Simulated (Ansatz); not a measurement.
The calculation's input:

```
crystal:
  lattice:
    - [0.0, 3.6655294572, 3.6655294572]
    - [3.6655294572, 0.0, 3.6655294572]
    - [3.6655294572, 3.6655294572, 0.0]
  atoms:
    - { symbol: Si, position: [0.25, 0.25, 0.25] }
    - { symbol: Si, position: [0.6249437727, 0.1251686818, 0.6249437727] }
    - { symbol: Si, position: [0.6249437727, 0.6249437727, 0.1251686818] }
    - { symbol: Si, position: [0.6249437727, 0.6249437727, 0.6249437727] }
    - { symbol: Si, position: [0.1251686818, 0.6249437727, 0.6249437727] }
    - { symbol: Se, position: [0.0, 0.0, 0.0] }
basis:
  ecutwfc: 420
kpoints:
  mp_grid: { grid: [10, 10, 10] }
hamiltonian:
  xc: pbe
scf:
  occupations: { method: gaussian, width: 0.1 }
output:
  forces: true
  stress: true
  eigenvalues: true
  write_density: true
  write_potential: true
  elf: true
  volumetric_format: npy
relax:
  adjacent_minimum: "off"
  f_tol: 0.01
  max_steps: 80
  cell: { stress_tol: 0.05 }
```

Command:

```sh
ansatz run input.yaml --threads 1 --pin off --max-ram 2560MiB --backend cpu --events-out ev --progress --plain --runs-dir out
```

Below, planes, directions and counts refer to the conventional cell (a = 7.33 Å, b = 7.33 Å, c = 7.33 Å, α = 90.00°, β = 90.00°, γ = 90.00°).

Space group F-43m; a structure generated by program, which may or may not match a known phase.

Level of theory: DFT PBE, scalar-relativistic, plane waves, PAW (Ansatz 0.2.0).

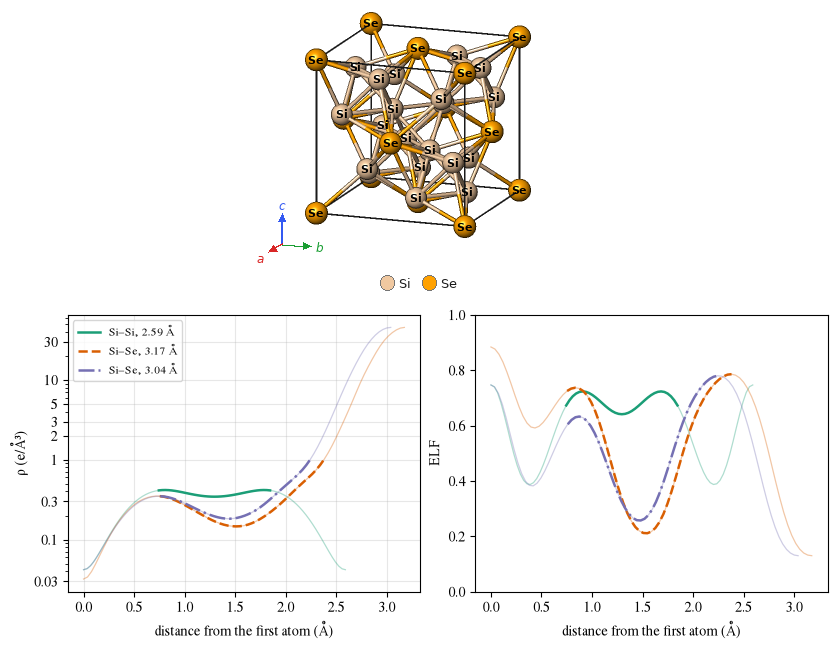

Si5Se. Valence pseudo-density and electron localisation function along straight lines between neighbouring atoms. Thin, pale parts lie inside the atomic spheres. The structure is drawn too.

In a PAW calculation such maps are meaningful between the atoms, not at the nuclei.

Compare the contacts.

Si–Si (2.59 Å): ρ is about 0.34 e/Å³ halfway; the ELF peaks at about 0.70 between the atoms.
Si–Se (3.17 Å): ρ is about 0.15 e/Å³ halfway; the ELF is about 0.20 at the midpoint (no localised pair shows between them).
Si–Se (3.04 Å): the density is about 0.19 e/Å³ at the midpoint; the ELF is about 0.25 at the midpoint.
